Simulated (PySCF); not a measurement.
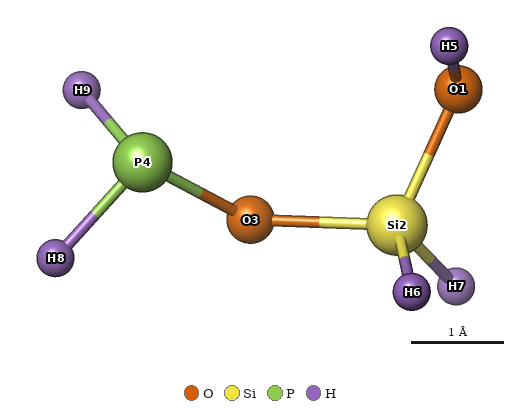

*The structure (ball-and-stick view, seen at an oblique angle; atoms are numbered from 1 in the order of the input).*

Bond lengths as drawn: H–O 0.96 Å, H–P 1.42 Å, H–Si 1.47 to 1.49 Å, O–P 1.65 Å and O–Si 1.64 to 1.65 Å.

# SiPH₅O₂: single-point calculation

The run: single-point calculation of SiPH₅O₂, multiplicity 3. Method and program: HF/STO-3G, UHF (PySCF 2.14.0).

The geometry is that of the parent species in another charge or spin state. The geometry comes from this level: PBE0-D4/def2-TZVP.

## Input (run.py)
```python
from pyscf import gto

molecule = gto.M(
    atom=[
    ('O', (-0.307900, 1.144300, -1.642900)),
    ('Si', (0.817700, 0.562000, -0.606400)),
    ('O', (0.302400, -0.778100, 0.201800)),
    ('P', (-0.942200, -0.834900, 1.277600)),
    ('H', (-0.998700, 1.706900, -1.290600)),
    ('H', (1.170600, 1.605300, 0.391300)),
    ('H', (1.964500, 0.123500, -1.421100)),
    ('H', (-0.305900, -1.590900, 2.302600)),
    ('H', (-1.612000, -1.984300, 0.770600)),
],
    verbose=4,
    basis='sto-3g',
    spin=2,
    max_memory=1860,
)

mf = molecule.UHF()
mf.conv_tol = 1e-10
mf.kernel()
if not mf.converged:
    mf = mf.newton().run(mf.mo_coeff, mf.mo_occ)

e_tot = mf.e_tot
print('E = %.10f Eh' % e_tot)
```

Hardware: 1 thread of Arm Neoverse V1, 112 GiB of memory available, shared host.

Launched with:
```bash
OMP_NUM_THREADS=1 python run.py
```

## Log
```
PySCF version 2.14.0

[INPUT] num. atoms = 9
[INPUT] num. electrons = 50
[INPUT] charge = 0
[INPUT] spin (= nelec alpha-beta = 2S) = 2
[INPUT] symmetry False subgroup None
[INPUT] Mole.unit = angstrom
[INPUT] Symbol           X                Y                Z      unit          X                Y                Z       unit  Magmom
[INPUT]  1 O     -0.307900000000   1.144300000000  -1.642900000000 AA   -0.581846673754   2.162413604340  -3.104631050048 Bohr   0.0
[INPUT]  2 Si     0.817700000000   0.562000000000  -0.606400000000 AA    1.545229052057   1.062026082006  -1.145929921936 Bohr   0.0
[INPUT]  3 O      0.302400000000  -0.778100000000   0.201800000000 AA    0.571453180068  -1.470395897524   0.381346731937 Bohr   0.0
[INPUT]  4 P     -0.942200000000  -0.834900000000   1.277600000000 AA   -1.780499954565  -1.577732341399   2.414314096744 Bohr   0.0
[INPUT]  5 H     -0.998700000000   1.706900000000  -1.290600000000 AA   -1.887269480603   3.225573522020  -2.438880536364 Bohr   0.0
[INPUT]  6 H      1.170600000000   1.605300000000   0.391300000000 AA    2.212113401416   3.033577347764   0.739449832542 Bohr   0.0
[INPUT]  7 H      1.964500000000   0.123500000000  -1.421100000000 AA    3.712366971708   0.233381176384  -2.685489795619 Bohr   0.0
[INPUT]  8 H     -0.305900000000  -1.590900000000   2.302600000000 AA   -0.578067221504  -3.006365291571   4.351283374424 Bohr   0.0
[INPUT]  9 H     -1.612000000000  -1.984300000000   0.770600000000 AA   -3.046238512799  -3.749783548974   1.456222951590 Bohr   0.0

nuclear repulsion = 233.152845668548
number of shells = 21
number of NR pGTOs = 99
number of NR cGTOs = 33
basis = sto-3g
ecp = {}

******** <class 'pyscf.scf.uhf.UHF'> ********
method = UHF
initial guess = minao
damping factor = 0
level_shift factor = 0
DIIS = <class 'pyscf.scf.diis.CDIIS'>
diis_start_cycle = 1
diis_space = 8
diis_damp = 0
SCF conv_tol = 1e-10
SCF conv_tol_grad = None
SCF max_cycles = 50
direct_scf = True
direct_scf_tol = 1e-13
number electrons alpha = 26  beta = 24
Set gradient conv threshold to 1e-05
init E= -773.088289519016
  alpha nocc = 26  HOMO = 0.165334061760057  LUMO = 0.262389153242273
  beta  nocc = 24  HOMO = -0.377905873786528  LUMO = -0.262033343863929

WARN: HOMO 0.165334061760057 >= LUMO -0.262033343863929

cycle= 1 E= -772.628230927461  delta_E= 0.46  |g|= 0.464  |ddm|= 3.04
  alpha nocc = 26  HOMO = 0.134169051877019  LUMO = 0.516925193996054
  beta  nocc = 24  HOMO = -0.0955655399211822  LUMO = 0.113115819829607

WARN: HOMO 0.134169051877019 >= LUMO 0.113115819829607

cycle= 2 E= -772.805784352698  delta_E= -0.178  |g|= 0.217  |ddm|= 1.24
  alpha nocc = 26  HOMO = 0.0403814061600507  LUMO = 0.505070613848613
  beta  nocc = 24  HOMO = -0.276974522564644  LUMO = 0.109531675729786
  HOMO = 0.0403814061601  LUMO = 0.10953167573  gap/eV = 1.88167
cycle= 3 E= -772.842069866394  delta_E= -0.0363  |g|= 0.0566  |ddm|= 0.395
  alpha nocc = 26  HOMO = 0.0282222738011234  LUMO = 0.510310055893503
  beta  nocc = 24  HOMO = -0.282017521334115  LUMO = 0.140972748554218
  HOMO = 0.0282222738011  LUMO = 0.140972748554  gap/eV = 3.06810
cycle= 4 E= -772.850260529206  delta_E= -0.00819  |g|= 0.0368  |ddm|= 0.222
  alpha nocc = 26  HOMO = 0.0183051768531713  LUMO = 0.507184340039885
  beta  nocc = 24  HOMO = -0.284609052869563  LUMO = 0.153013489907363
  HOMO = 0.0183051768532  LUMO = 0.153013489907  gap/eV = 3.66560
cycle= 5 E= -772.854571402772  delta_E= -0.00431  |g|= 0.0229  |ddm|= 0.167
  alpha nocc = 26  HOMO = 0.0210428325392839  LUMO = 0.505964834780387
  beta  nocc = 24  HOMO = -0.282627976575907  LUMO = 0.167201415383593
  HOMO = 0.0210428325393  LUMO = 0.167201415384  gap/eV = 3.97718
cycle= 6 E= -772.857431473945  delta_E= -0.00286  |g|= 0.0112  |ddm|= 0.175
  alpha nocc = 26  HOMO = 0.0190580810283478  LUMO = 0.509737797350934
  beta  nocc = 24  HOMO = -0.284863596261333  LUMO = 0.172612223420805
  HOMO = 0.0190580810283  LUMO = 0.172612223421  gap/eV = 4.17842
cycle= 7 E= -772.858189533381  delta_E= -0.000758  |g|= 0.00593  |ddm|= 0.101
  alpha nocc = 26  HOMO = 0.0204669436474774  LUMO = 0.509537665684244
  beta  nocc = 24  HOMO = -0.284193318367657  LUMO = 0.172802356375127
  HOMO = 0.0204669436475  LUMO = 0.172802356375  gap/eV = 4.14526
cycle= 8 E= -772.8584158011  delta_E= -0.000226  |g|= 0.00401  |ddm|= 0.0546
  alpha nocc = 26  HOMO = 0.021213734720278  LUMO = 0.510439949508532
  beta  nocc = 24  HOMO = -0.283699132351191  LUMO = 0.174095602874195
  HOMO = 0.0212137347203  LUMO = 0.174095602874  gap/eV = 4.16013
cycle= 9 E= -772.858544201706  delta_E= -0.000128  |g|= 0.00219  |ddm|= 0.0536
  alpha nocc = 26  HOMO = 0.0213894522669792  LUMO = 0.51057050117732
  beta  nocc = 24  HOMO = -0.283736565156509  LUMO = 0.174218887591378
  HOMO = 0.021389452267  LUMO = 0.174218887591  gap/eV = 4.15870
cycle= 10 E= -772.85858340848  delta_E= -3.92e-05  |g|= 0.00091  |ddm|= 0.0363
  alpha nocc = 26  HOMO = 0.0215772590980499  LUMO = 0.510755647542136
  beta  nocc = 24  HOMO = -0.28363878777199  LUMO = 0.174519055726505
  HOMO = 0.021577259098  LUMO = 0.174519055727  gap/eV = 4.16176
cycle= 11 E= -772.85858808796  delta_E= -4.68e-06  |g|= 0.000642  |ddm|= 0.00718
  alpha nocc = 26  HOMO = 0.0216075298686758  LUMO = 0.5107984558434
  beta  nocc = 24  HOMO = -0.283512479009712  LUMO = 0.174500259682782
  HOMO = 0.0216075298687  LUMO = 0.174500259683  gap/eV = 4.16042
cycle= 12 E= -772.858590615798  delta_E= -2.53e-06  |g|= 0.000555  |ddm|= 0.00364
  alpha nocc = 26  HOMO = 0.0216581173286041  LUMO = 0.510870361914702
  beta  nocc = 24  HOMO = -0.283415749492238  LUMO = 0.174619740282381
  HOMO = 0.0216581173286  LUMO = 0.174619740282  gap/eV = 4.16230
cycle= 13 E= -772.858594453714  delta_E= -3.84e-06  |g|= 0.00046  |ddm|= 0.00639
  alpha nocc = 26  HOMO = 0.0216568568199176  LUMO = 0.510882092253012
  beta  nocc = 24  HOMO = -0.28319539408838  LUMO = 0.174590596277117
  HOMO = 0.0216568568199  LUMO = 0.174590596277  gap/eV = 4.16154
cycle= 14 E= -772.858598337595  delta_E= -3.88e-06  |g|= 0.000331  |ddm|= 0.00832
  alpha nocc = 26  HOMO = 0.0216471002579428  LUMO = 0.510942586281616
  beta  nocc = 24  HOMO = -0.283042636848226  LUMO = 0.174782379536658
  HOMO = 0.0216471002579  LUMO = 0.174782379537  gap/eV = 4.16702
cycle= 15 E= -772.858601566439  delta_E= -3.23e-06  |g|= 0.000135  |ddm|= 0.0135
  alpha nocc = 26  HOMO = 0.0216681467674079  LUMO = 0.510926964882228
  beta  nocc = 24  HOMO = -0.282949283051084  LUMO = 0.174685317532883
  HOMO = 0.0216681467674  LUMO = 0.174685317533  gap/eV = 4.16381
cycle= 16 E= -772.858601847749  delta_E= -2.81e-07  |g|= 4.53e-05  |ddm|= 0.00406
  alpha nocc = 26  HOMO = 0.0216649314153208  LUMO = 0.51090726236769
  beta  nocc = 24  HOMO = -0.282957621937842  LUMO = 0.174673295086427
  HOMO = 0.0216649314153  LUMO = 0.174673295086  gap/eV = 4.16357
cycle= 17 E= -772.858601861679  delta_E= -1.39e-08  |g|= 1.29e-05  |ddm|= 0.000856
  alpha nocc = 26  HOMO = 0.0216667484207091  LUMO = 0.510906273923418
  beta  nocc = 24  HOMO = -0.282955161971435  LUMO = 0.174680677372294
  HOMO = 0.0216667484207  LUMO = 0.174680677372  gap/eV = 4.16372
cycle= 18 E= -772.85860186226  delta_E= -5.81e-10  |g|= 5.44e-06  |ddm|= 0.000122
  alpha nocc = 26  HOMO = 0.0216664404330753  LUMO = 0.510906192101433
  beta  nocc = 24  HOMO = -0.282956104753558  LUMO = 0.17467990615575
  HOMO = 0.0216664404331  LUMO = 0.174679906156  gap/eV = 4.16371
cycle= 19 E= -772.858601862334  delta_E= -7.38e-11  |g|= 1.91e-06  |ddm|= 5.41e-05
  alpha nocc = 26  HOMO = 0.0216666510061806  LUMO = 0.51090614943236
  beta  nocc = 24  HOMO = -0.282955956531392  LUMO = 0.174680387585563
  HOMO = 0.0216666510062  LUMO = 0.174680387586  gap/eV = 4.16372
```

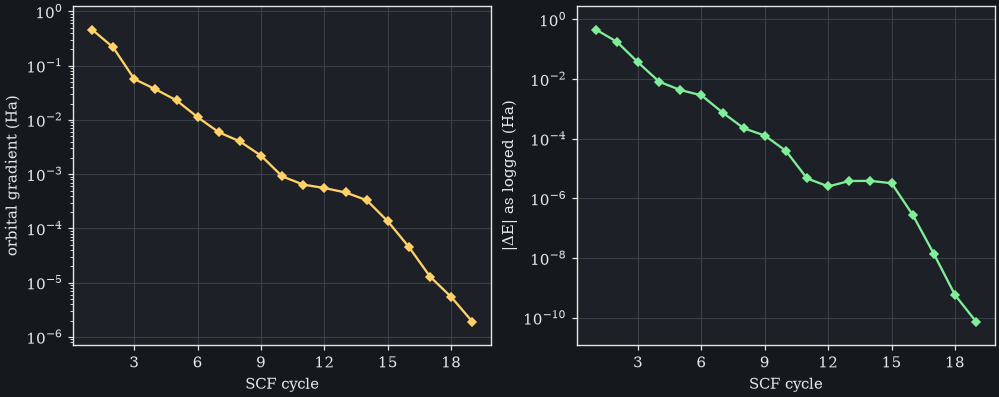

*Convergence of the self-consistent field: orbital gradient and size of the energy change against the SCF cycle.*

The residual falls at every step.

```
Extra cycle  E= -772.858601862342  delta_E= -7.96e-12  |g|= 1.31e-06  |ddm|= 6.55e-06
converged SCF energy = -772.858601862342  <S^2> = 2.0080452  2S+1 = 3.0053587
E = -772.8586018623 Eh
```

## Summary

```json
{"quantity": "outcome", "value": "converged"}
{"quantity": "total energy", "value": "−772.858602 hartree"}
{"quantity": "basis functions", "value": "33"}
{"quantity": "⟨S²⟩", "value": "2.008"}
{"quantity": "dipole moment", "value": "1.09 D"}
{"quantity": "wall time", "value": "1.1 s"}
{"quantity": "peak memory", "value": "0.12 GiB"}
```

## Remarks

Further notes kept with the run: logged alpha LUMO and gap are faulty.
